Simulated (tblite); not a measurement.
**Geometry relaxation of C₇H₁₄OSe₂ (part 1 of 2)**

The run: geometry relaxation of C₇H₁₄OSe₂, SMILES C=COCC[Se]CC[Se]C. Method and program: GFN2-xTB geometry optimisation, gas phase (tblite 0.8.0).

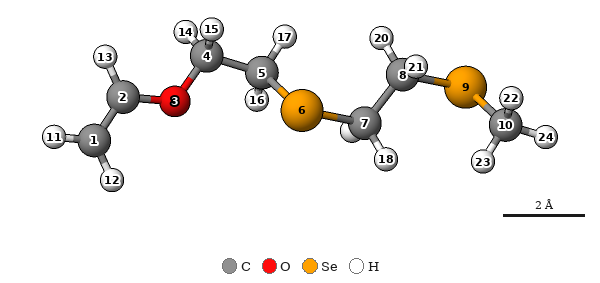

Fig. 1: The input geometry (ball-and-stick view, seen at a tilt; atoms are numbered from 1 in the order of the input). Bond lengths as drawn: C–C 1.32 to 1.53 Å, C–H 1.07 to 1.12 Å, C–O 1.38 to 1.42 Å and C–Se 1.95 to 1.96 Å.

Summary:

- outcome: converged
- total energy: −884.0827 eV
- hardware: 1 CPU thread, shared host
- wall time: 1.9 s
- peak memory: 0.21 GiB

The input:
```
{"job": {"xc": "GFN2-xTB", "basis": "xTB", "kind": "relax"}, "charge": 0, "multiplicity": 1}
C      5.162900     1.078300    -0.569700
C      4.375700     0.495200     0.322200
O      3.091900     0.107300    -0.002400
C      2.224200    -0.514400     0.927500
C      0.874400    -0.816600     0.301400
Se    -0.026000     0.850300    -0.203000
C     -1.584300    -0.060900    -0.936100
C     -2.593200    -0.346500     0.173400
Se    -4.158000    -1.271500    -0.560600
C     -5.055800     0.390100    -1.064000
H      6.159500     1.375700    -0.311500
H      4.782400     1.269000    -1.567000
H      4.758200     0.307800     1.339200
H      2.687900    -1.478300     1.268400
H      2.079600     0.145100     1.822700
H      1.020600    -1.440100    -0.599100
H      0.244600    -1.369300     1.019200
H     -2.042400     0.593700    -1.695700
H     -1.280100    -1.006000    -1.422900
H     -2.137800    -1.011600     0.939500
H     -2.908900     0.600600     0.669100
H     -5.216100     1.024600    -0.169000
H     -4.430900     0.952800    -1.794000
H     -6.040200     0.144500    -1.525500
```

The first line tells a small driver script what to run in tblite; the rest is the geometry in Å.

Launched with:
```bash
OMP_NUM_THREADS=1 python <driver script> task.json out
```

Output:
```
step      E/eV     max force
  0    -883.78200    1.198
  1    -883.87457    0.524
  2    -883.91443    0.467
  3    -883.92950    0.358
  4    -883.94952    0.303
  5    -883.96906    0.295
  6    -883.98050    0.270
  7    -883.99146    0.209
  8    -883.99760    0.162
  9    -884.00181    0.154
 10    -884.00513    0.164
 11    -884.00872    0.145
 12    -884.01189    0.136
 13    -884.01423    0.114
 14    -884.01597    0.114
 15    -884.01758    0.100
 16    -884.01927    0.104
 17    -884.02103    0.088
 18    -884.02284    0.119
 19    -884.02485    0.135
 20    -884.02719    0.150
 21    -884.02969    0.147
 22    -884.03195    0.124
 23    -884.03365    0.106
 24    -884.03470    0.063
 25    -884.03534    0.063
 26    -884.03585    0.058
 27    -884.03638    0.065
 28    -884.03701    0.059
 29    -884.03767    0.053
 30    -884.03828    0.064
 31    -884.03893    0.083
 32    -884.03977    0.090
 33    -884.04084    0.078
 34    -884.04189    0.060
 35    -884.04266    0.057
 36    -884.04319    0.059
 37    -884.04371    0.054
 38    -884.04424    0.048
 39    -884.04466    0.043
 40    -884.04496    0.045
 41    -884.04524    0.041
 42    -884.04561    0.046
 43    -884.04606    0.047
 44    -884.04653    0.041
 45    -884.04700    0.046
 46    -884.04755    0.063
 47    -884.04828    0.073
 48    -884.04912    0.061
 49    -884.04994    0.076
 50    -884.05075    0.081
 51    -884.05168    0.078
 52    -884.05272    0.083
 53    -884.05367    0.066
 54    -884.05444    0.063
 55    -884.05512    0.058
 56    -884.05578    0.071
 57    -884.05632    0.050
 58    -884.05663    0.042
 59    -884.05681    0.032
 60    -884.05681    0.032
 61    -884.05688    0.030
 62    -884.05707    0.024
 63    -884.05713    0.023
 64    -884.05728    0.028
 65    -884.05740    0.029
 66    -884.05754    0.027
 67    -884.05767    0.028
 68    -884.05782    0.025
 69    -884.05799    0.029
 70    -884.05822    0.038
 71    -884.05854    0.049
 72    -884.05895    0.050
 73    -884.05939    0.048
 74    -884.05987    0.046
 75    -884.06039    0.053
 76    -884.06093    0.055
 77    -884.06139    0.053
 78    -884.06175    0.053
 79    -884.06206    0.039
 80    -884.06236    0.043
 81    -884.06260    0.030
 82    -884.06278    0.027
 83    -884.06292    0.026
 84    -884.06309    0.032
 85    -884.06327    0.033
 86    -884.06344    0.040
 87    -884.06358    0.039
 88    -884.06375    0.030
 89    -884.06396    0.033
 90    -884.06420    0.033
 91    -884.06445    0.038
 92    -884.06470    0.034
 93    -884.06501    0.048
 94    -884.06544    0.054
 95    -884.06603    0.073
 96    -884.06673    0.079
 97    -884.06740    0.059
 98    -884.06803    0.058
 99    -884.06860    0.043
100    -884.06899    0.063
101    -884.06927    0.053
102    -884.06960    0.038
103    -884.07005    0.035
104    -884.07031    0.039
105    -884.07071    0.036
106    -884.07105    0.043
107    -884.07152    0.046
108    -884.07205    0.059
109    -884.07260    0.052
110    -884.07310    0.043
111    -884.07357    0.046
112    -884.07370    0.098
113    -884.07437    0.061
114    -884.07471    0.033
115    -884.07517    0.030
116    -884.07535    0.034
117    -884.07556    0.040
118    -884.07573    0.041
119    -884.07592    0.037
120    -884.07610    0.032
121    -884.07640    0.049
122    -884.07677    0.058
123    -884.07720    0.053
124    -884.07758    0.040
125    -884.07788    0.040
126    -884.07812    0.029
127    -884.07830    0.031
128    -884.07849    0.030
129    -884.07867    0.028
130    -884.07881    0.025
131    -884.07892    0.026
132    -884.07902    0.027
133    -884.07916    0.031
134    -884.07929    0.034
135    -884.07941    0.028
136    -884.07952    0.021
137    -884.07966    0.022
138    -884.07980    0.031
139    -884.07999    0.029
140    -884.08014    0.022
141    -884.08026    0.023
142    -884.08039    0.025
143    -884.08053    0.028
144    -884.08066    0.021
145    -884.08076    0.017
146    -884.08084    0.021
147    -884.08091    0.024
148    -884.08099    0.018
149    -884.08104    0.012
150    -884.08107    0.012
151    -884.08108    0.011
152    -884.08110    0.009
153    -884.08113    0.010
154    -884.08115    0.008
155    -884.08117    0.008
156    -884.08119    0.009
157    -884.08122    0.011
158    -884.08126    0.013
159    -884.08131    0.012
160    -884.08136    0.014
161    -884.08141    0.019
162    -884.08146    0.024
163    -884.08151    0.022
164    -884.08156    0.018
165    -884.08160    0.019
166    -884.08163    0.013
167    -884.08165    0.009
168    -884.08167    0.009
169    -884.08168    0.009
170    -884.08169    0.009
171    -884.08170    0.009
172    -884.08172    0.010
173    -884.08173    0.008
174    -884.08175    0.008
175    -884.08177    0.010
176    -884.08179    0.010
177    -884.08181    0.011
178    -884.08184    0.014
179    -884.08187    0.018
180    -884.08192    0.021
181    -884.08198    0.022
182    -884.08205    0.023
183    -884.08211    0.019
184    -884.08215    0.016
185    -884.08218    0.017
186    -884.08221    0.014
187    -884.08223    0.012
188    -884.08225    0.012
189    -884.08226    0.012
190    -884.08228    0.009
191    -884.08229    0.009
192    -884.08230    0.006
193    -884.08231    0.007
194    -884.08232    0.007
195    -884.08232    0.008
196    -884.08233    0.008
197    -884.08234    0.009
198    -884.08235    0.007
199    -884.08236    0.006
200    -884.08237    0.007
201    -884.08238    0.009
202    -884.08238    0.009
203    -884.08239    0.006
204    -884.08240    0.006
205    -884.08240    0.007
206    -884.08241    0.010
207    -884.08243    0.010
208    -884.08245    0.009
209    -884.08246    0.011
210    -884.08248    0.009
211    -884.08250    0.013
212    -884.08252    0.012
213    -884.08254    0.009
214    -884.08256    0.009
215    -884.08257    0.011
216    -884.08259    0.013
217    -884.08261    0.013
218    -884.08263    0.010
219    -884.08264    0.008
220    -884.08265    0.006
221    -884.08265    0.004
222    -884.08266    0.005
223    -884.08266    0.004
```

Trajectory as extended XYZ (Å, eV, eV/Å), 9 of the 12 frames kept, from step=0 to step=223:
```
24
Properties=species:S:1:pos:R:3:forces:R:3 step=0 energy=-883.78200
C     5.1629    1.0783   -0.5697   -0.5100  -0.0770  -0.2250
C     4.3757    0.4952    0.3222   -0.3240  -0.2760   0.4530
O     3.0919    0.1073   -0.0024    0.0320   0.2220  -0.1980
C     2.2242   -0.5144    0.9275    0.8120  -0.1470   0.8690
C     0.8744   -0.8166    0.3014    0.4130  -0.3480  -0.1040
Se   -0.0260    0.8503   -0.2030    0.3390  -0.0230  -0.1720
C    -1.5843   -0.0609   -0.9361   -0.7680  -0.2190  -0.1260
C    -2.5932   -0.3465    0.1734    0.6170   0.1170   0.4220
Se   -4.1580   -1.2715   -0.5606   -0.2350   0.3520   0.1070
C    -5.0558    0.3901   -1.0640   -0.4740   0.5730  -0.4110
H     6.1595    1.3757   -0.3115   -0.0070   0.0100  -0.0640
H     4.7824    1.2690   -1.5670    0.2550  -0.0030   0.2470
H     4.7582    0.3078    1.3392   -0.5380  -0.0760  -0.3820
H     2.6879   -1.4783    1.2684   -0.2540   0.4790  -0.0500
H     2.0796    0.1451    1.8227    0.1240  -0.3490  -0.4140
H     1.0206   -1.4401   -0.5991   -0.1220   0.3460   0.2300
H     0.2446   -1.3693    1.0192    0.2240   0.2510  -0.1850
H    -2.0424    0.5937   -1.6957    0.2340  -0.1540   0.2060
H    -1.2801   -1.0060   -1.4229    0.0480   0.4430   0.1630
H    -2.1378   -1.0116    0.9395   -0.3190   0.3320  -0.3850
H    -2.9089    0.6006    0.6691    0.0480  -0.6640  -0.3080
H    -5.2161    1.0246   -0.1690    0.0760  -0.4780  -0.4450
H    -4.4309    0.9528   -1.7940   -0.4410  -0.4610   0.4360
H    -6.0402    0.1445   -1.5255    0.7690   0.1510   0.3340
24
Properties=species:S:1:pos:R:3:forces:R:3 step=20 energy=-884.02719
C     5.1102    1.0681   -0.5631   -0.0180  -0.0040   0.0360
C     4.2810    0.5006    0.2958    0.0150   0.0170  -0.0280
O     3.0046    0.1698   -0.0343   -0.0020   0.0030  -0.1030
C     2.2696   -0.5154    0.9511    0.0340   0.0060  -0.0130
C     0.9359   -0.8585    0.3287   -0.0260   0.0300  -0.0060
Se    0.0953    0.8109   -0.2973   -0.0130  -0.1190  -0.0500
C    -1.5782   -0.0504   -0.9296    0.0600   0.0340  -0.0090
C    -2.5431   -0.3489    0.1864   -0.0620  -0.0220   0.0120
Se   -4.1946   -1.2084   -0.5023    0.0680   0.0340   0.0610
C    -5.0995    0.4215   -1.0833    0.0010  -0.0460  -0.0030
H     6.1076    1.3268   -0.2660    0.0230   0.0030  -0.0210
H     4.8035    1.2932   -1.5677   -0.0060   0.0130   0.0110
H     4.5748    0.2607    1.3127    0.0250   0.0250   0.0120
H     2.7895   -1.4359    1.2540    0.0210  -0.0030   0.0510
H     2.1467    0.1368    1.8280   -0.0870  -0.0950   0.0770
H     1.0911   -1.4964   -0.5440   -0.0460   0.0300   0.0240
H     0.2688   -1.3461    1.0404    0.0440   0.0170   0.0230
H    -2.0056    0.6451   -1.6517   -0.0250   0.0190  -0.0070
H    -1.2783   -0.9620   -1.4490    0.0080  -0.0010  -0.0310
H    -2.1280   -1.0504    0.9105    0.0190  -0.0190  -0.0190
H    -2.8535    0.5564    0.7082   -0.0150   0.0200   0.0080
H    -5.2823    1.0503   -0.2147    0.0220   0.0210  -0.0490
H    -4.4844    0.9314   -1.8209   -0.0350   0.0220   0.0330
H    -6.0428    0.1202   -1.5299   -0.0050   0.0150  -0.0090
24
Properties=species:S:1:pos:R:3:forces:R:3 step=60 energy=-884.05681
C     4.9565    1.1612   -0.5644    0.0060   0.0110   0.0040
C     4.1871    0.5417    0.3134    0.0030  -0.0080  -0.0080
O     2.9210    0.1486    0.0085    0.0000   0.0010   0.0170
C     2.2431   -0.6210    0.9747    0.0000  -0.0060  -0.0060
C     0.9037   -0.9624    0.3566    0.0120  -0.0120  -0.0030
Se    0.2312    0.6892   -0.4793   -0.0100   0.0020   0.0040
C    -1.5406   -0.0255   -1.0003    0.0040  -0.0080   0.0130
C    -2.4294   -0.2954    0.1864   -0.0100   0.0060  -0.0110
Se   -4.1319   -1.1490   -0.3489    0.0100   0.0040   0.0060
C    -5.0154    0.4316   -1.0769   -0.0030   0.0010   0.0010
H     5.9506    1.4693   -0.3047    0.0020   0.0110   0.0030
H     4.6002    1.3802   -1.5543   -0.0020   0.0010   0.0110
H     4.5217    0.3114    1.3204   -0.0080   0.0040  -0.0130
H     2.8068   -1.5339    1.2171   -0.0010   0.0040  -0.0030
H     2.1041   -0.0386    1.8979    0.0030  -0.0050  -0.0140
H     1.0168   -1.7043   -0.4348    0.0010  -0.0090  -0.0020
H     0.1961   -1.3165    1.1059    0.0170   0.0050   0.0030
H    -1.9723    0.7305   -1.6583    0.0180  -0.0220   0.0070
H    -1.3557   -0.9355   -1.5760   -0.0150   0.0060   0.0060
H    -1.9699   -1.0012    0.8799   -0.0310   0.0060  -0.0070
H    -2.6828    0.6204    0.7228    0.0110   0.0000   0.0000
H    -5.1382    1.1668   -0.2856    0.0010   0.0100   0.0000
H    -4.4279    0.8400   -1.8947    0.0050  -0.0110  -0.0080
H    -5.9865    0.1120   -1.4437   -0.0130   0.0090   0.0000
```
